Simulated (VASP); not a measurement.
# A VASP study of Bi2Pd (Urvantsevite) (PBEsol): structure first, properties next, part 2 of 4

Aim: relax Bi2Pd (Urvantsevite) with PBEsol, compute its properties on that cell and hold them against experiment. The start is a cell from a database of measured crystal structures.

VASP 6.6.1; PBEsol; plane waves and PAW (Bi_d, Pd).

So far. Step 2 (Relaxing cell and atoms (PBEsol)): It ends with a largest force of 0.007 eV/Å and a pressure of 0.01 GPa. The volume lies -1.4 % from that of the database's start, which holds the thermal and zero-point expansion of its experiment. Step 3 (Second relaxation): It ends with a largest force of 0.007 eV/Å and a pressure of -0.01 GPa. The volume moved by under 0.01 %: the run met its threshold at the first step. The relaxed cell has a = 3.360, c = 12.817 Å (conventional setting).

### 4. Density, ELF and potential (PBEsol)

A single point on the relaxed cell gives a clean self-consistent state, with density, ELF and potential written out.

INCAR

```
SYSTEM = Bi2Pd
PREC = Accurate
ENCUT = 400
EDIFF = 1E-06
NELM = 100
ISMEAR = 1
SIGMA = 0.2
LREAL = .FALSE.
ALGO = Normal
GGA = PS
NBANDS = 26
LASPH = .TRUE.
LORBIT = 11
LWAVE = .FALSE.
LCHARG = .TRUE.
ISIF = 2
LELF = .TRUE.
LVHAR = .TRUE.
```

POSCAR

```
Bi2Pd
1.0
   -1.6797932146      1.6797932146      6.4086962640
    1.6797932146     -1.6797932146      6.4086962640
    1.6797932146      1.6797932146     -6.4086962640
Bi Pd
2 1
Direct
    0.3636036828      0.3636036828      0.0000000000
    0.6363963172      0.6363963172      0.0000000000
    0.0000000000      0.0000000000      0.0000000000
```

KPOINTS

```
Automatic mesh
0
Gamma
9 9 9
0 0 0
```

The projector-augmented-wave data sets are Bi_d and Pd (PBE family, release 64).

Launch:

```
> mpirun -np 2 vasp_std
```

Log:

```text
[banner, memory and clock lines left out]
running    2 mpi-ranks, on    1 nodes
 distrk:  each k-point on    2 cores,    1 groups
 distr:  one band on    1 cores,    2 groups

 POSCAR found type information on POSCAR BiPd
 POSCAR found :  2 types and       3 ions
 [... a notice as in an earlier step ...]

 LDA part: xc-table for (Slater+PW92), standard interpolation
 POSCAR, INCAR and KPOINTS ok, starting setup
 FFT: planning ... GRIDC
 FFT: planning ... GRID_SOFT
 FFT: planning ... GRID
 WAVECAR not read
 entering main loop
       N       E                     dE             d eps       ncg     rms          rms(c)
[... 1 cycle as in an earlier step ...]
DAV:   2     0.165940688523E+02   -0.36032E+03   -0.35347E+03  3986   0.437E+02
DAV:   3    -0.144914386629E+02   -0.31086E+02   -0.30657E+02  4790   0.147E+02
[... 1 cycle as in an earlier step ...]
DAV:   5    -0.154888341353E+02   -0.36576E-01   -0.36574E-01  5350   0.472E+00    0.466E+00
DAV:   6    -0.153086808941E+02    0.18015E+00   -0.32843E-01  4322   0.459E+00    0.237E+00
DAV:   7    -0.152724167713E+02    0.36264E-01   -0.16864E-01  4554   0.310E+00    0.979E-01
DAV:   8    -0.152633983247E+02    0.90184E-02   -0.62193E-02  4160   0.160E+00    0.372E-01
DAV:   9    -0.152625379867E+02    0.86034E-03   -0.61463E-03  5130   0.671E-01    0.703E-02
DAV:  10    -0.152624750532E+02    0.62933E-04   -0.59025E-04  4246   0.184E-01    0.280E-02
DAV:  11    -0.152624740503E+02    0.10030E-05   -0.73021E-05  5082   0.617E-02    0.521E-03
DAV:  12    -0.152624735007E+02    0.54961E-06   -0.42465E-06  3846   0.176E-02
   1 F= -.15262474E+02 E0= -.15261148E+02  d E =-.397623E-02
```

Run time: 68 s. Hardware: 2 MPI ranks of AMD EPYC 9R45, shared host; peak memory 0.47 GiB.

OUTCAR, selected parts (step 4):

```text
The static configuration has the point symmetry D_4h.

 Found     75 irreducible k-points:

   NELECT =      40.0000    total number of electrons

 E-fermi :   9.2116

  Total        0.0034501      0.0034501     -0.0137924      0.0000000      0.0000000     -0.0000000
  in kB        0.0764187      0.0764187     -0.3054980      0.0000000      0.0000000     -0.0000000
  external PRESSURE =      -0.0508868 kB  Pullay stress =       0.0000000 kB

 POSITION                                       TOTAL-FORCE (eV/Angst)
 -----------------------------------------------------------------------------------
      0.00000      0.00000      4.66045         0.000000      0.000000     -0.006782
      0.00000      0.00000      8.15694         0.000000      0.000000      0.006782
      0.00000      0.00000      0.00000        -0.000000     -0.000000      0.000000
 -----------------------------------------------------------------------------------
    total drift:                                0.000000     -0.000000      0.000000

  FREE ENERGIE OF THE ION-ELECTRON SYSTEM (eV)
  ---------------------------------------------------
  free  energy   TOTEN  =       -15.2624735007 eV

  energy  without entropy=      -15.2584972667  energy(sigma->0) =      -15.26114809

[... 16 parts as in an earlier step ...]
```

Numbers from this step:

```
SCF cycles : 12
```

Valence electrons inside each PAW sphere by angular momentum. Sphere charges, by row:

```tsv
atom	s (e)	p (e)	d (e)	tot (e)
Bi1	1.542	1.296	9.938	12.78
Bi2	1.542	1.296	9.938	12.78
Pd3	0.408	0.396	8.615	9.419
```

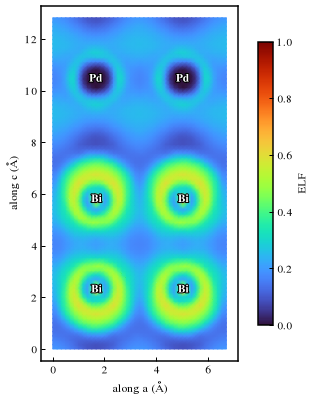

ELF in the ac plane of the conventional cell at fractional y = 0.000, with atoms of Bi and Pd within 0.2 Å of it. It is the smooth field of the valence electrons, not physical close to the nuclei. The map starts off the cell's origin, so that atoms lie inside it.

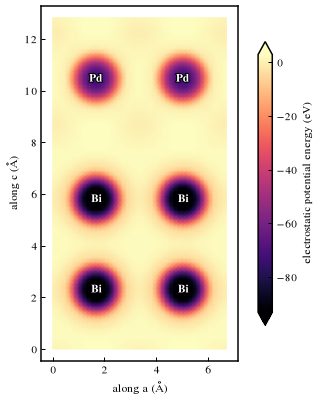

Electrostatic potential energy in the ac plane of the conventional cell at fractional y = 0.000, with atoms of Bi and Pd within 0.2 Å of it. With pseudopotentials it is smooth inside the atoms' cores, unlike the true potential. The map starts off the cell's origin, so that atoms lie inside it.

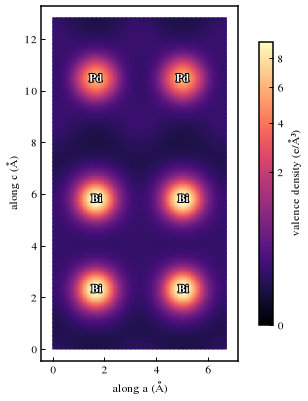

Valence density in the ac plane of the conventional cell at fractional y = 0.000, with atoms of Bi and Pd within 0.2 Å of it. It is the smooth field of the valence electrons, not physical close to the nuclei. The map starts off the cell's origin, so that atoms lie inside it. The colour scale is stretched toward low values.

In this run the pressure is -0.01 GPa, small enough to go on.

### 5. Bands along the symmetry lines (PBEsol)

The mesh alone shows little of the dispersion and can miss band extrema, so KPOINTS_OPT adds a path through the symmetry points after the self-consistent cycle.

INCAR

```
SYSTEM = Bi2Pd
PREC = Accurate
ENCUT = 400
EDIFF = 1E-06
NELM = 100
ISMEAR = 1
SIGMA = 0.2
LREAL = .FALSE.
ALGO = Normal
GGA = PS
NBANDS = 33
LASPH = .TRUE.
LORBIT = 11
LWAVE = .FALSE.
LCHARG = .FALSE.
KPAR = 2
```

POSCAR is that of step 4.

KPOINTS is that of step 4.

KPOINTS_OPT

```
Line mode
16
Line-mode
Reciprocal
  0.00000000   0.00000000   0.00000000 GAMMA
 -0.50000000   0.50000000   0.00000000 X

 -0.50000000   0.50000000   0.00000000 X
 -0.50000000   0.50000000  -0.03435123 Y

 -0.50000000   0.50000000  -0.03435123 Y
 -0.26717561   0.26717561  -0.26717561 S

 -0.26717561   0.26717561  -0.26717561 S
  0.00000000   0.00000000   0.00000000 GAMMA

  0.00000000   0.00000000   0.00000000 GAMMA
  0.50000000   0.50000000  -0.50000000 Z

  0.50000000   0.50000000  -0.50000000 Z
  0.26717561   0.73282439  -0.73282439 S1

  0.26717561   0.73282439  -0.73282439 S1
  0.00000000   0.50000000  -0.50000000 N

  0.00000000   0.50000000  -0.50000000 N
 -0.25000000   0.75000000  -0.25000000 P

 -0.25000000   0.75000000  -0.25000000 P
  0.03435123   0.96564877  -0.50000000 Y1

  0.03435123   0.96564877  -0.50000000 Y1
  0.50000000   0.50000000  -0.50000000 Z

 -0.50000000   0.50000000   0.00000000 X
 -0.25000000   0.75000000  -0.25000000 P
```

Launch:

```
> mpirun -np 2 vasp_std
```

Log:

```text
[... set-up lines as in an earlier step ...]
 entering main loop
       N       E                     dE             d eps       ncg     rms          rms(c)
DAV:   1     0.389405570078E+03    0.38941E+03   -0.16833E+04  5008   0.126E+03
DAV:   2     0.204853851292E+02   -0.36892E+03   -0.35442E+03  4998   0.377E+02
DAV:   3    -0.142437359825E+02   -0.34729E+02   -0.34296E+02  5875   0.125E+02
DAV:   4    -0.154337962067E+02   -0.11901E+01   -0.11886E+01  5940   0.242E+01
DAV:   5    -0.154888965980E+02   -0.55100E-01   -0.55096E-01  7520   0.472E+00    0.466E+00
DAV:   6    -0.153088634105E+02    0.18003E+00   -0.24051E-01  5922   0.365E+00    0.237E+00
DAV:   7    -0.152725094267E+02    0.36354E-01   -0.10857E-01  6002   0.238E+00    0.988E-01
DAV:   8    -0.152633952341E+02    0.91142E-02   -0.53708E-02  5547   0.127E+00    0.367E-01
DAV:   9    -0.152624949619E+02    0.90027E-03   -0.39642E-03  6911   0.479E-01    0.605E-02
DAV:  10    -0.152624768776E+02    0.18084E-04   -0.29604E-04  5571   0.103E-01    0.284E-02
DAV:  11    -0.152624738746E+02    0.30030E-05   -0.41574E-05  6926   0.417E-02    0.372E-03
DAV:  12    -0.152624734117E+02    0.46284E-06   -0.24426E-06  5041   0.118E-02
   1 F= -.15262473E+02 E0= -.15261148E+02  d E =-.397620E-02
 Start KPOINTS_OPT (optional k-point list driver)
k-point batch [1-75\176]
       N       E                     dE             ncg
DAV:   1     0.165092789954E+05   -0.49623E+05     5022
DAV:   2    -0.112918811189E+05   -0.27801E+05     5134
DAV:   3    -0.139455246229E+05   -0.26536E+04     5837
DAV:   4    -0.140369850488E+05   -0.91460E+02     5802
DAV:   5    -0.140409665524E+05   -0.39815E+01     7275
DAV:   6    -0.140410232331E+05   -0.56681E-01     6303
DAV:   7    -0.140410249883E+05   -0.17552E-02     7434
DAV:   8    -0.140410250064E+05   -0.18123E-04     5164
DAV:   9    -0.140410250073E+05   -0.85511E-06     3906
[...]
k-point batch [151-176\176]
       N       E                     dE             ncg
DAV:   1     0.700445535579E+05   -0.23576E+05     1748
DAV:   2     0.603979584293E+05   -0.96466E+04     1812
DAV:   3     0.594840662426E+05   -0.91389E+03     1972
DAV:   4     0.594526353976E+05   -0.31431E+02     2053
DAV:   5     0.594512441710E+05   -0.13912E+01     2517
DAV:   6     0.594512216253E+05   -0.22546E-01     2341
DAV:   7     0.594512212423E+05   -0.38307E-03     2519
DAV:   8     0.594512212371E+05   -0.51072E-05     1831
DAV:   9     0.594512212368E+05   -0.34432E-06     1423
```

Run time: 3.6 min. Hardware: 2 MPI ranks; peak memory 0.8 GiB.

Parts of OUTCAR (step 5):

```text
   k-points           NKPTS =     75   k-points in BZ     NKDIM =     75   number of bands    NBANDS=     33

   NELECT =      40.0000    total number of electrons

 E-fermi :   9.2116

 k-point     3 :       0.2222   -0.0000    0.0000
  band No.  band energies     occupation
    ...
     16       6.1014      2.00000
     17       6.2059      2.00000
     18       6.3483      2.00000
     19       7.6529      2.00000
     20       8.4559      2.00000
     21      11.9700     -0.00000
     22      12.2708     -0.00000
     23      13.0462     -0.00000
     24      15.4126      0.00000
     25      16.0319      0.00000
    ...

  Total       -0.0000517     -0.0000517     -0.0172949      0.0000000      0.0000000     -0.0000000
  in kB       -0.0011443     -0.0011443     -0.3830778      0.0000000      0.0000000     -0.0000000
  external PRESSURE =      -0.1284555 kB  Pullay stress =       0.0000000 kB

 POSITION                                       TOTAL-FORCE (eV/Angst)
 -----------------------------------------------------------------------------------
      0.00000      0.00000      4.66045         0.000000      0.000000     -0.006691
      0.00000      0.00000      8.15694        -0.000000     -0.000000      0.006691
      0.00000      0.00000      0.00000         0.000000      0.000000      0.000000
 -----------------------------------------------------------------------------------
    total drift:                                0.000000     -0.000000      0.000000

  FREE ENERGIE OF THE ION-ELECTRON SYSTEM (eV)
  ---------------------------------------------------
  free  energy   TOTEN  =       -15.2624734117 eV

  energy  without entropy=      -15.2584972072  energy(sigma->0) =      -15.26114801

[... 11 parts as in an earlier step ...]

[... 5 further parts left out ...]
```

Spin-orbit coupling is off here; with elements this heavy it splits and shifts levels by tenths of an eV or more.

This step gave:

* bands: 33
* pressure: -0.01285 GPa

The electronic bands at the labelled points (eV, zero at the Fermi level; # counts the bands kept):

```tsv
point	#5	#6	#7	#8	#9	#10	#11	#12
Γ	-2.83	-2.66	1.83	2.38	2.38	3.14	3.14	4.67
X	-3.31	-2.93	-2.00	-0.99	0.50	0.94	1.06	2.04
Y	-3.46	-2.82	-2.01	-1.14	0.52	1.03	1.24	2.09
S	-2.90	-2.88	-2.76	-1.51	1.36	2.94	4.63	4.64
Γ	-2.83	-2.66	1.83	2.38	2.38	3.14	3.14	4.67
Z	-2.77	-2.66	-1.65	1.43	1.43	4.74	4.74	5.93
S1	-2.90	-2.88	-2.76	-1.51	1.36	2.94	4.63	4.64
N	-3.23	-2.89	-2.25	-1.82	1.05	4.52	4.61	4.82
P	-3.77	-2.96	-2.00	-0.29	-0.29	0.96	1.00	2.39
Y1	-3.46	-2.82	-2.01	-1.14	0.52	1.03	1.24	2.09
Z	-2.77	-2.66	-1.65	1.43	1.43	4.74	4.74	5.93
jump to X	-3.31	-2.93	-2.00	-0.99	0.50	0.94	1.06	2.04
P	-3.77	-2.96	-2.00	-0.29	-0.29	0.96	1.00	2.39
```

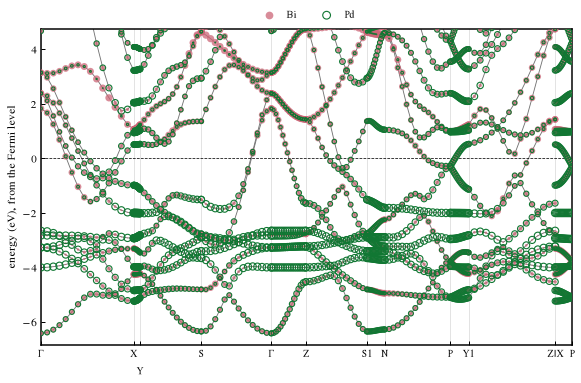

Electronic bands along the path; dots are coloured as in the legend, and their area grows with the weight.

There is no gap at this level.

### 6. Total and projected DOS (PBEsol)

A density of states needs more k-points than a total energy; ISMEAR = -5 takes tetrahedra, and LORBIT projects the states on the PAW spheres. The mesh is finer than in the run before.

INCAR: that of step 5 with these lines changed.

```diff
@@ -5,3 +5,3 @@
 NELM = 100
-ISMEAR = 1
+ISMEAR = -5
 SIGMA = 0.2
@@ -16 +16,2 @@
 KPAR = 2
+NEDOS = 2001
```

POSCAR is that of step 5.

KPOINTS

```
Automatic mesh
0
Gamma
14 14 14
0 0 0
```

Launch:

```
> mpirun -np 2 vasp_std
```

Log:

```text
[... set-up lines as in an earlier step ...]
 entering main loop
       N       E                     dE             d eps       ncg     rms          rms(c)
DAV:   1     0.392004248370E+03    0.39200E+03   -0.16882E+04 16337   0.126E+03
DAV:   2     0.214859276684E+02   -0.37052E+03   -0.35640E+03 16426   0.382E+02
DAV:   3    -0.142238919063E+02   -0.35710E+02   -0.35283E+02 18881   0.126E+02
DAV:   4    -0.154391412407E+02   -0.12152E+01   -0.12141E+01 19521   0.244E+01
DAV:   5    -0.154969886369E+02   -0.57847E-01   -0.57856E-01 23996   0.488E+00    0.466E+00
DAV:   6    -0.153192254742E+02    0.17776E+00   -0.23847E-01 19326   0.362E+00    0.236E+00
DAV:   7    -0.152822855686E+02    0.36940E-01   -0.10462E-01 19386   0.235E+00    0.965E-01
DAV:   8    -0.152742162432E+02    0.80693E-02   -0.51352E-02 17875   0.125E+00    0.365E-01
DAV:   9    -0.152733659296E+02    0.85031E-03   -0.38789E-03 22554   0.471E-01    0.611E-02
DAV:  10    -0.152733253730E+02    0.40557E-04   -0.28820E-04 18052   0.101E-01    0.281E-02
DAV:  11    -0.152733149294E+02    0.10444E-04   -0.41214E-05 22734   0.446E-02    0.391E-03
DAV:  12    -0.152733149202E+02    0.92377E-08   -0.24381E-06 16249   0.126E-02
   1 F= -.15273315E+02 E0= -.15273315E+02  d E =0.000000E+00
 -----------------------------------------------------------------------------
|                                                                             |
|           W    W    AA    RRRRR   N    N  II  N    N   GGGG   !!!           |
|           W    W   A  A   R    R  NN   N  II  NN   N  G    G  !!!           |
|           W    W  A    A  R    R  N N  N  II  N N  N  G       !!!           |
|           W WW W  AAAAAA  RRRRR   N  N N  II  N  N N  G  GGG   !            |
|           WW  WW  A    A  R   R   N   NN  II  N   NN  G    G                |
|           W    W  A    A  R    R  N    N  II  N    N   GGGG   !!!           |
|                                                                             |
|     Tetrahedron method does not include variations of the Fermi             |
|     occupations, so forces and stress will be inaccurate. We suggest        |
|     using a different smearing scheme ISMEAR = 1 or 2 for metals in         |
|     relaxations.                                                            |
|                                                                             |
 -----------------------------------------------------------------------------
```

Run time: 4.4 min. Hardware: 2 MPI ranks; peak memory 1.1 GiB.

Parts of OUTCAR (step 6):

```text
   k-points           NKPTS =    244   k-points in BZ     NKDIM =    244   number of bands    NBANDS=     33

   NELECT =      40.0000    total number of electrons

 E-fermi :   9.2414

 k-point     1 :       0.0000    0.0000    0.0000
  band No.  band energies     occupation
    ...
     14       5.2069      2.00000
     15       5.9407      2.00000
     16       5.9407      2.00000
     17       6.3780      2.00000
     18       6.5502      2.00000
     19      11.0384      0.00000
     20      11.5925      0.00000
     21      11.5925      0.00000
     22      12.3519      0.00000
     23      12.3519      0.00000
    ...

  Total        0.0059613      0.0059613     -0.0231218      0.0000000      0.0000000     -0.0000000
  in kB        0.1320408      0.1320408     -0.5121431      0.0000000      0.0000000     -0.0000000
  external PRESSURE =      -0.0826872 kB  Pullay stress =       0.0000000 kB

 POSITION                                       TOTAL-FORCE (eV/Angst)
 -----------------------------------------------------------------------------------
      0.00000      0.00000      4.66045        -0.000000     -0.000000     -0.043857
      0.00000      0.00000      8.15694        -0.000000     -0.000000      0.043857
      0.00000      0.00000      0.00000         0.000000      0.000000     -0.000000
 -----------------------------------------------------------------------------------
    total drift:                                0.000000     -0.000000      0.000000

  FREE ENERGIE OF THE ION-ELECTRON SYSTEM (eV)
  ---------------------------------------------------
  free  energy   TOTEN  =       -15.2733149202 eV

  energy  without entropy=      -15.2733149202  energy(sigma->0) =      -15.27331492

[... 6 parts as in an earlier step ...]

[... 10 further parts left out ...]
```

With tetrahedra the forces and stress of a metal are not exact derivatives of the energy.

Numbers from this step:

| Property | Result |
| --- | --- |
| irreducible k-points | 244 |
| free energy (TOTEN) | -15.27 eV |
| Fermi energy | 9.241 eV |
| pressure | -0.008269 GPa |
| DOS at the Fermi level | 1.333 states/eV/cell |

The density of states has structure finer than the step of the table below, so its rows give means over 1 eV, whole bins alone (the curve runs from -12.0 to 3.61 eV). Peaks (eV: height): total -4.8: 4.53, -4.0: 5.93, -3.3: 9.12, -2.9: 7.20; Pd d -4.0: 3.65, -3.3: 7.30, -2.9: 4.97, -2.0: 2.27; Bi p -4.8: 1.20, -4.0: 0.707, 1.0: 0.784, 1.8: 0.772; Pd p -4.8: 0.120, -4.0: 0.113, -2.8: 0.112, -1.5: 0.132; Bi s -11.5: 1.44, -11.0: 1.50.

States under -12.0 eV and over 3.6 eV are left out. Density of states against energy, zero at the Fermi level; means over each step; values in states/eV/cell:

```tsv
energy (eV)	total	Pd d	Bi p	Pd p	Bi s	Pd s
-11	1.63	0.0535	0.0197	0.0213	1.15	0.00555
-10	0.503	0.0203	0.00693	0.00143	0.375	1.1e-4
-9	0.0720	9.3e-4	5.0e-4	1.3e-5	0.0590	0
-8	0	0	0	0	0	0
-7	5.1e-5	0	1.3e-5	0	0	6.3e-6
-6	0.558	0.0718	0.150	0.00679	0.00800	0.0685
-5	2.44	0.743	0.605	0.0520	0.0314	0.0905
-4	3.52	2.16	0.437	0.0526	0.0587	0.0409
-3	5.38	3.88	0.420	0.0701	0.108	0.0917
-2	2.25	1.13	0.412	0.0807	0.0628	0.0310
-1	1.36	0.416	0.367	0.0615	0.0611	0.0227
0	1.23	0.275	0.405	0.0477	0.0424	0.0167
1	1.76	0.306	0.645	0.0568	0.0506	0.0364
2	1.74	0.200	0.710	0.0471	0.0326	0.0839
3	1.55	0.129	0.638	0.0342	0.0204	0.126
```

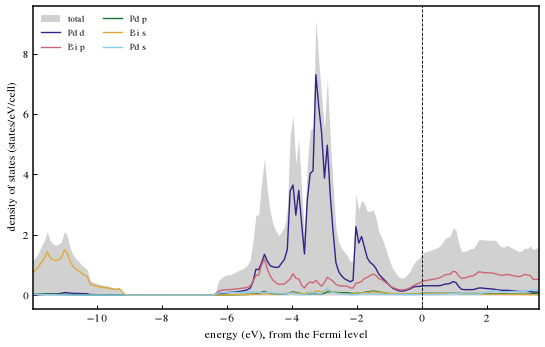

Density of states against energy.

The finer mesh and the other smearing move the Fermi level by +0.03 eV from the 9×9×9 run, a small shift, which tests the Fermi level alone. Of the states within 0.3 eV of the Fermi level, the largest shares in the PAW spheres are Bi p 33 % and Pd d 23 %. The rest lies in smaller channels or between the spheres.

(Continued in part 3 of 4.)

[Lines on the potential files, build, host, timing and source positions are cut from VASP's logs without a mark.]

[Logs are printed without paths, hosts, clocks, repeated set-up lines and the standing remarks that a program may print on its own settings, such as how far it seeks lower states.]

[Hosts, paths, dates, database ids (printed as entryN), source tags and the programs' standing remarks are cut or masked in the printed files.]

[A measured line is paired with the nearest computed mode of its activity, which favours agreement.]
